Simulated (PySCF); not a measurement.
**Run report: CCl₂InN, geometry relaxation**

System: CCl₂InN (InCl2(CN)), SMILES N#[C][In]([Cl])[Cl].
Method: PBE0-D3(BJ)/def2-SVP geometry optimisation, gas phase (PySCF 2.14.0).

The run did not end well. It belongs to a series of runs on one base structure; here: one ligand: Cl to CN.

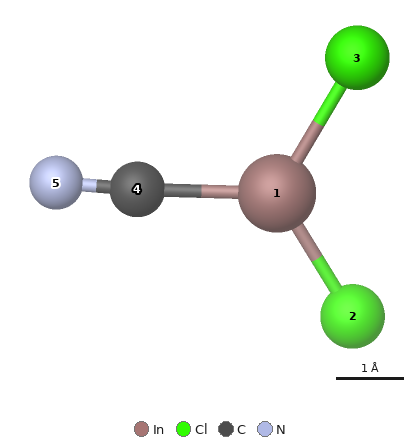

**Figure 1.** The starting structure (ball-and-stick view, seen at a tilt; atoms are numbered from 1 in the order of the input). Sticks mark near contacts. Bond lengths as drawn: Cl–In 2.21 to 2.41 Å, C–In 2.10 Å and C–N 1.22 Å.

## The input
```
{"job": {"xc": "PBE0", "basis": "def2-SVP", "d3": "d3bj", "grid": 1, "maxiter": 30, "shake": 0.03, "kind": "geom"}, "charge": 0, "multiplicity": 1}
In     0.379130     0.477990     0.014910
Cl     2.591930     0.554440     0.051530
Cl    -0.869710     2.543530    -0.041200
C     -0.675750    -1.334550    -0.033780
N     -1.350760    -2.351890    -0.053580
```

The first line tells a small driver script what to run in PySCF; the rest is the geometry in Å.

Launched with:
```bash
OMP_NUM_THREADS=1 python <driver script> task.json out
```

## Output
```
step   0  E = -1202.68604509  max force = 0.102240
step   1  E = -1202.69884742  max force = 0.016409
step   2  E = -1202.69903428  max force = 0.002300
step   3  E = -1202.69907448  max force = 0.004273
step   4  E = -1202.69912770  max force = 0.000671
step   5  E = -1202.69915402  max force = 0.003675
step   6  E = -1202.69914645  max force = 0.002800
step   7  E = -1202.69915153  max force = 0.001313
step   8  E = -1202.69916470  max force = 0.001180
step   9  E = -1202.69917723  max force = 0.000999
step  10  E = -1202.69918410  max force = 0.000892
step  11  E = -1202.69919015  max force = 0.000794
step  12  E = -1202.69920029  max force = 0.000802
step  13  E = -1202.69920861  max force = 0.000846
step  14  E = -1202.69921533  max force = 0.000886
step  15  E = -1202.69922067  max force = 0.000920
step  16  E = -1202.69922297  max force = 0.000934
step  17  E = -1202.69922413  max force = 0.000939
step  18  E = -1202.69922474  max force = 0.000941
step  19  E = -1202.69922505  max force = 0.000942
step  20  E = -1202.69922519  max force = 0.000942
step  21  E = -1202.69922530  max force = 0.000944
step  22  E = -1202.69922540  max force = 0.000944
step  23  E = -1202.69922552  max force = 0.000944
step  24  E = -1202.69922563  max force = 0.000944
step  25  E = -1202.69922575  max force = 0.000945
step  26  E = -1202.69922585  max force = 0.000946
step  27  E = -1202.69922596  max force = 0.000946
step  28  E = -1202.69922608  max force = 0.000946
step  29  E = -1202.69922619  max force = 0.000947
step  30  E = -1202.69922631  max force = 0.000948
optimisation not converged
```

## Trajectory as extended XYZ (Å, eV, eV/Å), 19 of the 31 frames kept, from step=0 to step=30
```
5
Properties=species:S:1:pos:R:3:forces:R:3 step=0 energy=-32726.75423
In    0.3791    0.4780    0.0149   -2.3799   0.9744  -0.1047
Cl    2.5919    0.5544    0.0515    1.8625   0.0884   0.0580
Cl   -0.8697    2.5435   -0.0412    0.6106  -0.9889   0.0171
C    -0.6757   -1.3345   -0.0338   -3.5947  -5.2574  -0.0708
N    -1.3508   -2.3519   -0.0536    3.5016   5.1836   0.1005
5
Properties=species:S:1:pos:R:3:forces:R:3 step=2 energy=-32727.10769
In    0.3311    0.4852    0.0216   -0.0387   0.0613  -0.0762
Cl    2.6457    0.5794    0.0535   -0.0257  -0.0178   0.0362
Cl   -0.8522    2.4817   -0.0551    0.0462  -0.0337  -0.0087
C    -0.7145   -1.3376   -0.0299   -0.0933  -0.1183   0.0463
N    -1.3352   -2.3193   -0.0522    0.1117   0.1085   0.0023
5
Properties=species:S:1:pos:R:3:forces:R:3 step=3 energy=-32727.10878
In    0.3266    0.4878   -0.0175   -0.0567   0.0702   0.0285
Cl    2.6380    0.5732    0.0717    0.0099  -0.0131   0.0003
Cl   -0.8482    2.4902   -0.0522    0.0424  -0.0284  -0.0256
C    -0.7144   -1.3369   -0.0306   -0.1554  -0.2197  -0.0053
N    -1.3272   -2.3248   -0.0335    0.1598   0.1911   0.0020
5
Properties=species:S:1:pos:R:3:forces:R:3 step=5 energy=-32727.11095
In    0.2985    0.5007   -0.0059    0.0096  -0.0423  -0.0117
Cl    2.6119    0.5482    0.0778    0.0212  -0.0019   0.0185
Cl   -0.8207    2.5243   -0.1068   -0.0206   0.0200  -0.0283
C    -0.7236   -1.3366   -0.0115    0.0696   0.1890   0.0146
N    -1.2914   -2.3470   -0.0157   -0.0798  -0.1647   0.0070
5
Properties=species:S:1:pos:R:3:forces:R:3 step=7 energy=-32727.11088
In    0.2846    0.5109   -0.0139    0.0675  -0.0250  -0.0105
Cl    2.6005    0.5195    0.0962   -0.0165   0.0198   0.0174
Cl   -0.8102    2.5426   -0.1873   -0.0240  -0.0139  -0.0290
C    -0.7329   -1.3268    0.0163   -0.0111   0.0239   0.0095
N    -1.2672   -2.3567    0.0266   -0.0158  -0.0048   0.0126
5
Properties=species:S:1:pos:R:3:forces:R:3 step=8 energy=-32727.11124
In    0.2880    0.5100   -0.0155    0.0607  -0.0194  -0.0067
Cl    2.6036    0.5214    0.0972   -0.0177   0.0202   0.0167
Cl   -0.8138    2.5382   -0.1890   -0.0186  -0.0142  -0.0325
C    -0.7326   -1.3257    0.0169   -0.0344  -0.0311   0.0096
N    -1.2703   -2.3544    0.0284    0.0100   0.0446   0.0129
5
Properties=species:S:1:pos:R:3:forces:R:3 step=10 energy=-32727.11176
In    0.2934    0.5077   -0.0173    0.0459  -0.0149  -0.0027
Cl    2.6082    0.5266    0.0985   -0.0145   0.0189   0.0165
Cl   -0.8184    2.5306   -0.1925   -0.0135  -0.0123  -0.0373
C    -0.7325   -1.3250    0.0181   -0.0186  -0.0181   0.0092
N    -1.2758   -2.3504    0.0311    0.0007   0.0263   0.0143
5
Properties=species:S:1:pos:R:3:forces:R:3 step=12 energy=-32727.11221
In    0.2985    0.5050   -0.0183    0.0320  -0.0135  -0.0014
Cl    2.6125    0.5339    0.0994   -0.0100   0.0166   0.0174
Cl   -0.8221    2.5225   -0.1978   -0.0115  -0.0090  -0.0412
C    -0.7322   -1.3250    0.0200   -0.0015  -0.0008   0.0096
N    -1.2818   -2.3469    0.0345   -0.0089   0.0068   0.0156
5
Properties=species:S:1:pos:R:3:forces:R:3 step=13 energy=-32727.11243
In    0.3017    0.5032   -0.0189    0.0239  -0.0109  -0.0010
Cl    2.6153    0.5389    0.1001   -0.0081   0.0152   0.0181
Cl   -0.8247    2.5172   -0.2023   -0.0096  -0.0085  -0.0435
C    -0.7318   -1.3251    0.0217    0.0024  -0.0018   0.0102
N    -1.2856   -2.3447    0.0374   -0.0086   0.0060   0.0162
5
Properties=species:S:1:pos:R:3:forces:R:3 step=15 energy=-32727.11276
In    0.3077    0.4998   -0.0203    0.0111  -0.0058  -0.0009
Cl    2.6203    0.5496    0.1015   -0.0058   0.0130   0.0195
Cl   -0.8301    2.5064   -0.2138   -0.0060  -0.0083  -0.0473
C    -0.7304   -1.3257    0.0261    0.0074  -0.0055   0.0112
N    -1.2926   -2.3406    0.0443   -0.0067   0.0066   0.0175
5
Properties=species:S:1:pos:R:3:forces:R:3 step=17 energy=-32727.11285
In    0.3096    0.4985   -0.0207    0.0084  -0.0048  -0.0013
Cl    2.6218    0.5540    0.1021   -0.0054   0.0122   0.0201
Cl   -0.8320    2.5025   -0.2190   -0.0055  -0.0081  -0.0483
C    -0.7296   -1.3262    0.0280    0.0090  -0.0038   0.0116
N    -1.2951   -2.3393    0.0474   -0.0066   0.0045   0.0178
5
Properties=species:S:1:pos:R:3:forces:R:3 step=18 energy=-32727.11287
In    0.3099    0.4983   -0.0208    0.0078  -0.0043  -0.0014
Cl    2.6220    0.5548    0.1022   -0.0050   0.0121   0.0203
Cl   -0.8323    2.5018   -0.2200   -0.0054  -0.0083  -0.0484
C    -0.7294   -1.3263    0.0284    0.0093  -0.0040   0.0116
N    -1.2954   -2.3391    0.0481   -0.0066   0.0045   0.0179
5
Properties=species:S:1:pos:R:3:forces:R:3 step=20 energy=-32727.11288
In    0.3101    0.4982   -0.0209    0.0073  -0.0040  -0.0015
Cl    2.6222    0.5554    0.1023   -0.0048   0.0120   0.0204
Cl   -0.8325    2.5014   -0.2208   -0.0053  -0.0085  -0.0485
C    -0.7293   -1.3264    0.0287    0.0095  -0.0036   0.0117
N    -1.2957   -2.3390    0.0485   -0.0067   0.0042   0.0179
5
Properties=species:S:1:pos:R:3:forces:R:3 step=22 energy=-32727.11289
In    0.3102    0.4981   -0.0209    0.0075  -0.0042  -0.0016
Cl    2.6223    0.5557    0.1023   -0.0049   0.0120   0.0204
Cl   -0.8326    2.5011   -0.2211   -0.0054  -0.0084  -0.0485
C    -0.7292   -1.3265    0.0289    0.0094  -0.0037   0.0117
N    -1.2958   -2.3389    0.0487   -0.0065   0.0043   0.0180
5
Properties=species:S:1:pos:R:3:forces:R:3 step=23 energy=-32727.11289
In    0.3103    0.4980   -0.0209    0.0074  -0.0041  -0.0016
Cl    2.6223    0.5558    0.1023   -0.0049   0.0120   0.0204
Cl   -0.8327    2.5010   -0.2213   -0.0054  -0.0084  -0.0485
C    -0.7292   -1.3265    0.0289    0.0094  -0.0036   0.0117
N    -1.2959   -2.3389    0.0488   -0.0065   0.0042   0.0180
5
Properties=species:S:1:pos:R:3:forces:R:3 step=25 energy=-32727.11290
In    0.3104    0.4980   -0.0209    0.0074  -0.0041  -0.0016
Cl    2.6224    0.5562    0.1024   -0.0049   0.0119   0.0205
Cl   -0.8328    2.5007   -0.2217   -0.0054  -0.0084  -0.0486
C    -0.7291   -1.3266    0.0291    0.0094  -0.0038   0.0117
N    -1.2961   -2.3388    0.0491   -0.0064   0.0043   0.0180
5
Properties=species:S:1:pos:R:3:forces:R:3 step=27 energy=-32727.11290
In    0.3105    0.4979   -0.0210    0.0072  -0.0040  -0.0017
Cl    2.6225    0.5565    0.1024   -0.0048   0.0119   0.0205
Cl   -0.8329    2.5005   -0.2221   -0.0054  -0.0084  -0.0486
C    -0.7290   -1.3266    0.0293    0.0094  -0.0036   0.0118
N    -1.2962   -2.3387    0.0493   -0.0064   0.0042   0.0180
5
Properties=species:S:1:pos:R:3:forces:R:3 step=28 energy=-32727.11291
In    0.3105    0.4978   -0.0210    0.0071  -0.0039  -0.0017
Cl    2.6225    0.5566    0.1024   -0.0047   0.0119   0.0206
Cl   -0.8330    2.5004   -0.2223   -0.0053  -0.0085  -0.0487
C    -0.7290   -1.3266    0.0293    0.0094  -0.0037   0.0118
N    -1.2963   -2.3387    0.0495   -0.0063   0.0041   0.0180
5
Properties=species:S:1:pos:R:3:forces:R:3 step=30 energy=-32727.11291
In    0.3107    0.4978   -0.0210    0.0071  -0.0040  -0.0017
Cl    2.6226    0.5569    0.1025   -0.0049   0.0118   0.0206
Cl   -0.8331    2.5001   -0.2228   -0.0054  -0.0084  -0.0487
C    -0.7289   -1.3267    0.0295    0.0095  -0.0035   0.0118
N    -1.2964   -2.3386    0.0497   -0.0063   0.0040   0.0181
```

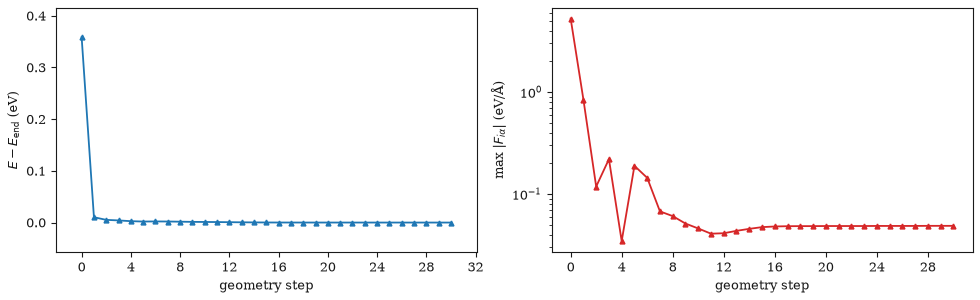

**Figure 2.** Progress of the relaxation, step by step (steps are counted from 0).

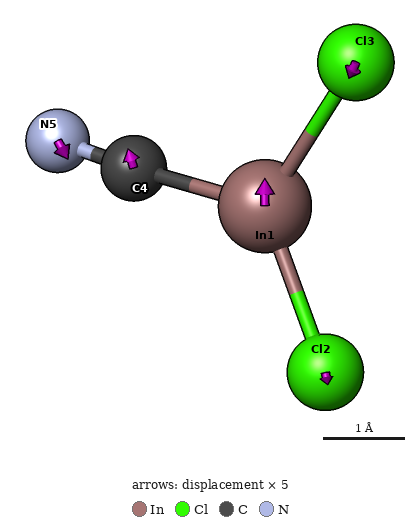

**Figure 3.** The starting structure with the displacements as pink arrows, magnified 5 times (ball-and-stick view, seen at a tilt). The two geometries are laid on each other by the best rigid fit. The relaxation stopped without meeting its thresholds, so the last structure isn't shown to be converged. The atom that moves furthest after the best rigid fit is In1 (0.072 Å). Largest moves by element: In 0.072 Å, N 0.056 Å, C 0.053 Å, Cl 0.049 Å. Among the contacts that change: In1–Cl2 2.214 → 2.316 Å, In1–Cl3 2.414 → 2.315 Å, C4–N5 1.221 → 1.160 Å. Among the angles that change: In1–C4–N5 176.6° → 179.5°. The energy falls by 0.359 eV in 30 geometry steps. Largest force component: 5.3 eV/Å at the start, 0.049 eV/Å at the end. (Atoms are counted from 1 in the order of the input.)

## Outcome

- outcome: not converged
- total energy: −1202.699226 hartree
- dipole moment: 1.54 D
- point group: C2v
- hardware: 1 CPU thread, shared host
- wall time: 1.7 min
- peak memory: 0.34 GiB

## What went wrong

The run did not converge. At least one of its steps failed, so the values that rest on that step are not results.
